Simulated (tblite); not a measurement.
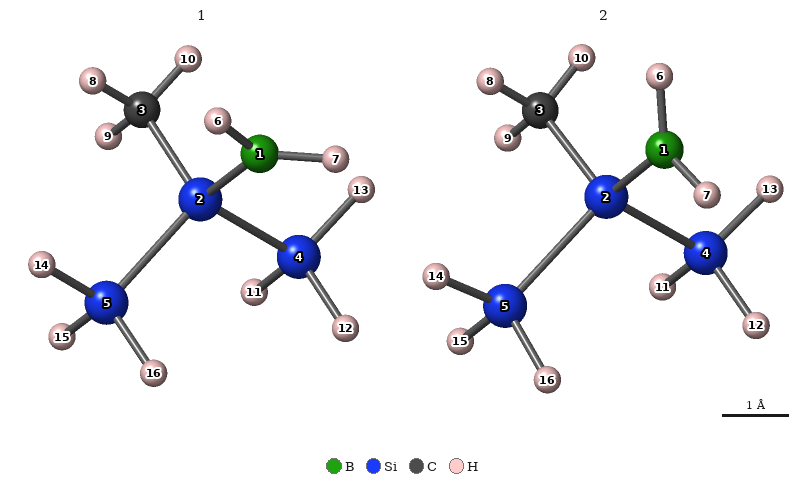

Two geometries of CH11BSi3, drawn at one scale. One is the start of a relaxation, the other its converged end. The picture is a ball-and-stick view, seen from a free direction.

Level of theory: tblite 0.8.0, GFN2-xTB geometry optimisation, gas phase. 

Q: Which one is relaxed?

A: Structure 2 is the relaxed one. Over 112 geometry steps the energy falls by 47.9 kJ/mol. The largest move after the best rigid fit is that of H6, 1.01 Å. Largest moves by element: H 1.01 Å, Si 0.13 Å, B 0.13 Å, C 0.06 Å. Near-neighbour distances that change, for instance: Si2–Si4 2.231 → 2.350 Å, Si2–C3 1.852 → 1.926 Å, C3–H8 1.117 → 1.087 Å, C3–H9 1.113 → 1.087 Å. Bond angles that change, for instance: C3–Si2–Si5 110.3° → 105.1°, Si2–Si5–H14 109.1° → 113.9°, H11–Si4–H13 110.7° → 105.9°. Groups turn about B1–Si2 by about 60°. Cost: 1.4 s on 1 thread of Arm Neoverse N1, on a shared host.
